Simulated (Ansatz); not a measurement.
# B2NH2OF (SMILES OB1NB1F): levels of theory compared

Aim: a comparison of 6 runs (HF/def2-SVP, B3LYP/6-31G*, B2PLYP/def2-SVP, B3LYP/def2-SVP, revPBE/def2-SVP, CCSD/def2-SVP) of B2NH2OF. 

Program for the calculation: Ansatz 0.2.0.

127 further runs of the same task are left out: 127 set aside as unsound or not needed.

## (1) Starting point

The species is B2NH2OF (7 atoms), meant as a singlet with charge 0. As SMILES, `OB1NB1F`. The O1–H6 distance was set to 2.110 Å, away from the relaxed value. At this shape a bond of the SMILES string is far longer than usual.

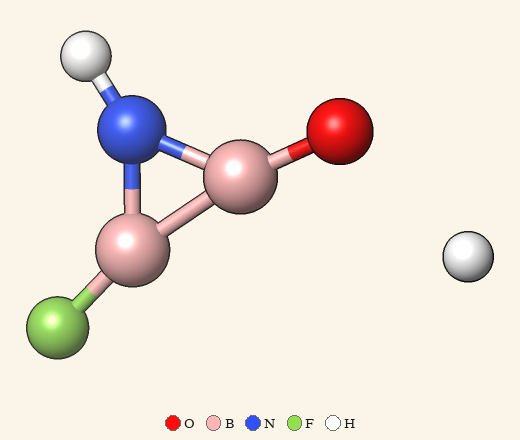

Viewed from a chosen angle; oxygen red, boron pink, nitrogen blue, fluorine green, hydrogen white.

## (2) A single-point energy at HF/def2-SVP (run 1)

molecule.yaml reads:

```yaml
crystal:
  periodic: [false, false, false]
  atoms:
    - {symbol: O, position_ang: [-0.613464, -0.764154, 1.325740]}
    - {symbol: B, position_ang: [0.284236, -0.790354, 0.321840]}
    - {symbol: N, position_ang: [1.295436, -1.708754, -0.077160]}
    - {symbol: B, position_ang: [1.250236, -0.600854, -0.936460]}
    - {symbol: F, position_ang: [1.913236, -0.216454, -2.007660]}
    - {symbol: H, position_ang: [-1.829400, 0.960200, 1.293400]}
    - {symbol: H, position_ang: [1.740436, -2.590954, 0.140540]}
basis:
  gaussian:
    orbitals: def2-SVP
magnetization:
  spin_polarized: false
  initial_magnetization: 0
hamiltonian:
  xc: hf
accuracy: high
output:
  orbitals: {seedname: orbitals}
```

Run with:

```console
$ ansatz run molecule.yaml --threads 1 --pin off --max-ram 3480MiB --events-out events.jsonl --progress --plain --runs-dir runs
```

The program printed:

```text
Warning: RAYON_NUM_THREADS=1 ignored (pool sized by the plan → 1); use --threads N
Functional definition: HF
  name "HF"
  exchange = exact_x
  correlation = 0
1773 factors; integrals over basis functions are off by at most 3.4e-9 eV
mean field evaluation 1: about -7583.1643 eV, gradient 5.0e1 eV
mean field evaluation 2: about -7583.2850 eV, gradient 5.0e1 eV
mean field evaluation 4: about -7590.0922 eV, gradient 7.8e0 eV
mean field evaluation 8: about -7590.4117 eV, gradient 5.4e-1 eV
mean field evaluation 16: about -7590.4213 eV, gradient 2.7e-7 eV
mean field evaluation 32: about -7582.1145 eV, gradient 1.5e1 eV
mean field -7590.42133874 eV, -278.9428392262 hartree, gradient 2.2e-8 eV, S^2 0.000000; 0 other end points of the search recorded, 0 dependent functions left out
reference -7590.42133874 eV, -278.9428392262 hartree; 18, 18 occupied and 62, 62 virtual orbitals, 1773 factors
Total energy: -7590.42133874 eV, -278.9428392262 hartree
```

It took 1.8 s on 1 thread of Arm Neoverse V2, shared host; peak memory 0.19 GiB.

## (3) The energy at B3LYP/6-31G(d) (spherical functions) (run 2)

molecule.yaml: that of step 2 with these lines changed.

```diff
@@ -12,8 +12,5 @@
   gaussian:
-    orbitals: def2-SVP
-magnetization:
-  spin_polarized: false
-  initial_magnetization: 0
+    orbitals: 6-31G_st_-spherical.json
 hamiltonian:
-  xc: hf
+  xc: {name: B3LYP}
 accuracy: high
```

The basis set 6-31G* is read from a file made from the Basis Set Exchange's data (not shown).

Run with:

```console
$ ansatz run molecule.yaml --threads 1 --pin off --max-ram 3480MiB --events-out events.jsonl --progress --plain --runs-dir runs
```

The program printed:

```text
Warning: RAYON_NUM_THREADS=1 ignored (pool sized by the plan → 1); use --threads N
Functional definition: B3LYP
  name "B3LYP"
  parameter a0 = 0.2
  parameter ax = 0.72
  parameter ac = 0.81
  exchange = (1 - a0 - ax)*slater_x + ax*b88_x + a0*exact_x
  correlation = (1 - ac)*vwn_rpa_c + ac*lyp_c
1650 factors; integrals over basis functions are off by at most 5.5e-9 eV
mean field evaluation 1: about -7622.7406 eV, gradient 7.4e1 eV
mean field evaluation 2: about -7582.6026 eV, gradient 1.4e2 eV
mean field evaluation 4: about -7633.7358 eV, gradient 1.9e1 eV
mean field evaluation 8: about -7636.7197 eV, gradient 3.9e0 eV
mean field evaluation 16: about -7636.9156 eV, gradient 5.2e-3 eV
mean field -7636.91560672 eV, -280.6514720598 hartree, gradient 1.2e-8 eV, S^2 0.000000; 0 other end points of the search recorded, 0 dependent functions left out
reference -7636.91564114 eV, -280.6514733244 hartree; 18, 18 occupied and 56, 56 virtual orbitals, 1650 factors
Total energy: -7636.91564114 eV, -280.6514733244 hartree
```

Wall time 5.4 s (1 thread of Arm Neoverse V2, shared host); peak memory 0.21 GiB.

Runs 3 to 5 aren't shown in full; the table further down has their settings and results.

## (4) The energy at CCSD/def2-SVP (run 6)

run.yaml reads:

```yaml
crystal:
  periodic: [false, false, false]
  atoms:
    - {symbol: O, position_ang: [-0.613464, -0.764154, 1.325740]}
    - {symbol: B, position_ang: [0.284236, -0.790354, 0.321840]}
    - {symbol: "N", position_ang: [1.295436, -1.708754, -0.077160]}
    - {symbol: B, position_ang: [1.250236, -0.600854, -0.936460]}
    - {symbol: F, position_ang: [1.913236, -0.216454, -2.007660]}
    - {symbol: H, position_ang: [-1.829400, 0.960200, 1.293400]}
    - {symbol: H, position_ang: [1.740436, -2.590954, 0.140540]}
basis:
  gaussian:
    orbitals: def2-SVP
correlation:
  method: ccsd
  frozen_orbitals: {B: 1, F: 1, H: 0, "N": 1, O: 1}
accuracy: high
scf:
  omitted_lower_state_checks: [cluster_reference, increment]
```

Run with:

```console
$ ansatz run run.yaml --threads 1 --pin off --max-ram 3480MiB --events-out events.jsonl --progress --plain --runs-dir runs
```

The program printed:

```text
Warning: RAYON_NUM_THREADS=1 ignored (pool sized by the plan → 1); use --threads N
[... 12 lines left out ...]
5 core orbitals not correlated: weight in the atoms' cores, before any rotation towards them, 1.000 or more for the frozen orbitals, at most 0.000 for the correlated occupied ones
[... 38 lines left out ...]
Total energy: -7611.53167360 eV, -279.7186297233 hartree
Checks for a lower state left out: cluster_reference, increment
```

Wall time 20 s (1 thread of Arm Neoverse V2, shared host); peak memory 0.44 GiB.

## (5) Overview of the runs

| run | level | frozen core orbitals | energy (Eh) | HOMO energy (eV) | LUMO energy (eV) | HOMO–LUMO gap (eV) | wall time |
| --- | --- | --- | --- | --- | --- | --- | --- |
| 1 | HF/def2-SVP | – | -278.942839 | -9.66 | -1.92 | 7.73 | 1.8 s |
| 2 | B3LYP/6-31G* (spherical functions) | – | -280.651473 | -6.88 | -4.76 | 2.12 | 5.4 s |
| 3 | B2PLYP/def2-SVP | 5 | -280.199396 | -8.10 | -3.82 | 4.28 | 8.1 s |
| 4 | B3LYP/def2-SVP | – | -280.454600 | -7.07 | -4.98 | 2.09 | 5.4 s |
| 5 | revPBE/def2-SVP | – | -280.380501 | -6.17 | -5.30 | 0.86 | 4.8 s |
| 6 | CCSD/def2-SVP | 5 | -279.718630 | – | – | – | 20 s |

## (6) Results

| quantity | value |
| --- | --- |
| run 6: total energy | -279.71863 Eh |
| run 6: correlation energy (5 core orbitals frozen) | -775.8 mEh |
| run 6: T1 diagnostic | 0.027 |

What this shows: Over runs 1, 2, 3, 4, 5 the HOMO–LUMO gap runs from 0.86 eV (revPBE/def2-SVP) to 7.73 eV (HF/def2-SVP). Exact exchange widens orbital gaps. Totals of different functionals can't be ranked against each other. In runs 3, 6 the log says that unrestricted orbitals would lower the reference, so the values rest on an unstable closed-shell determinant (other closed-shell runs at this shape may share the fault). All runs together took 45 s, the longest 20 s.
